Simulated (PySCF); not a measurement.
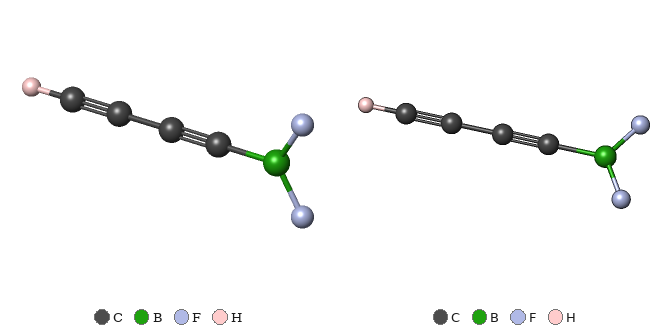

Two views of one molecule.

The geometry was computed by an optimisation with PBE0-D3(BJ)/def2-SVP. No frequency run is at hand to confirm it as a minimum.

Count the atoms of each element.

C4HBF2, 8 atoms: 4 carbon, 1 hydrogen, 1 boron and 2 fluorine.

What is the point group of this geometry?

C2v.

Does it have rings?

It has no ring.

How many bonds of each kind are drawn?

3 C–C, 2 B–F, 1 C–B, 1 C–H.

How many sets of symmetry-equivalent atoms are there?

7: 1 C, 1 C, 1 C, 1 C, 1 B, 2 F, 1 H.

More results for the same structure follow; atom numbers are the same in all pictures, views and colours differ.

### Quadrupole coupling

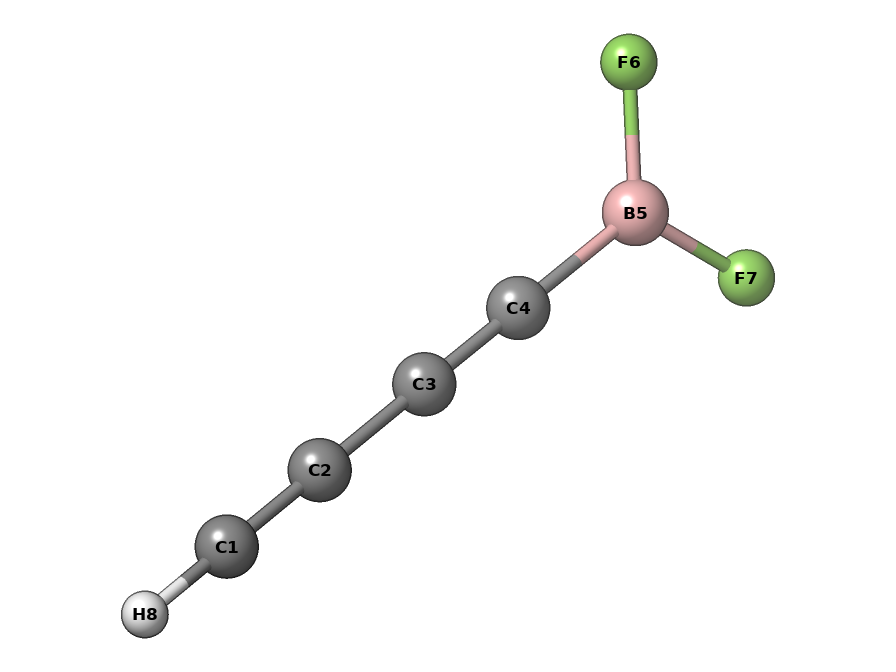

No frequency run is at hand to confirm it as a minimum. Electric field gradients from the ground-state density, PBE0/def2-TZVP (PySCF 2.14.0), non-relativistic apart from any core potentials.

Give the largest field-gradient component, the quadrupole coupling constant and the asymmetry for 11B at B5 (Q = 40.59 mb).

| atom | V_zz (a.u.) | e²qQ/h (MHz) | η |
| --- | --- | --- | --- |
| B5 | 0.332 | 3.17 | 0.35 |

### Excitation

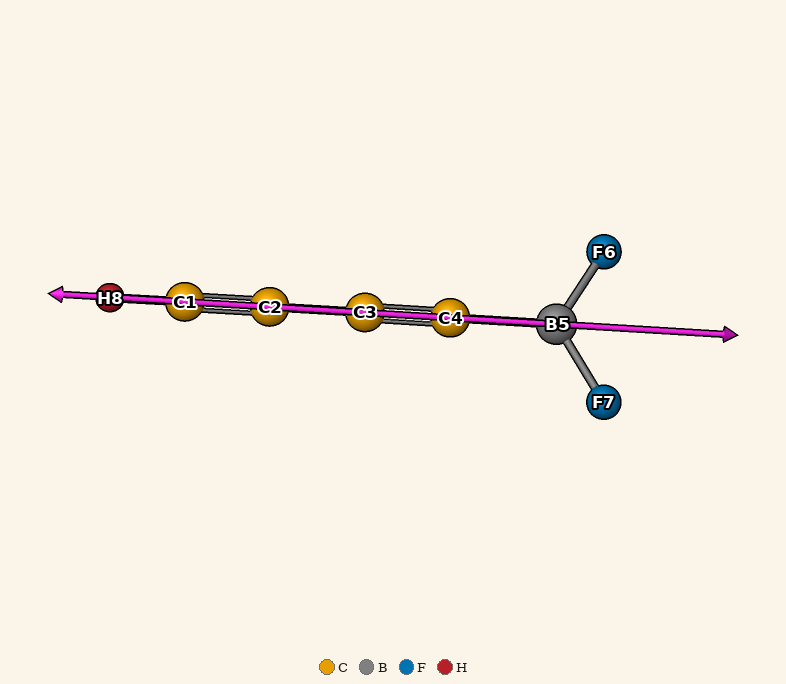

The double arrow shows the direction of the transition dipole to excited singlet state 5 (its length means nothing). No frequency run is at hand to confirm it as a minimum. Level of theory: TDDFT PBE0/aug-cc-pVDZ, vertical, gas phase, core orbitals frozen in the response (PySCF 2.14.0).

How is the transition polarised?

In the molecular plane, nearly parallel to the C2–C3 bond.

Give its energy, strength and character.

6.90 eV (180 nm), oscillator strength 0.82, of mixed character, with the largest part HOMO → LUMO+1 (weight 0.28); transition dipole 5.60 D.

### Polarisability

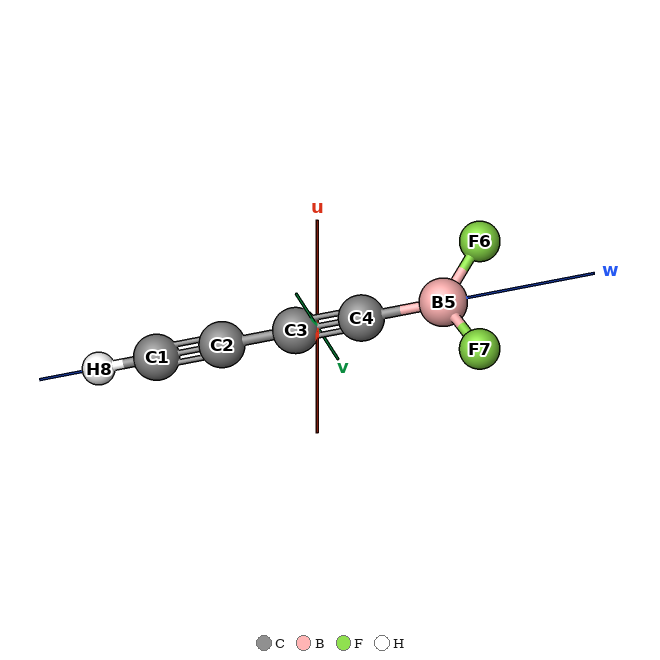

The lines u, v and w are the principal axes of the static dipole polarisability. No frequency run is at hand to confirm it as a minimum. Level of theory: PBE0/aug-cc-pVDZ (PySCF 2.14.0).

Along which axis is the molecule most polarisable, and along which least?

Most along w (in the molecular plane, nearly parallel to the C2–C3 bond), least along v (normal to the molecular plane).

Give the three principal values.

u 41.0, v 36.7, w 122.0 bohr³; mean 66.6, anisotropy 83.2 bohr³.
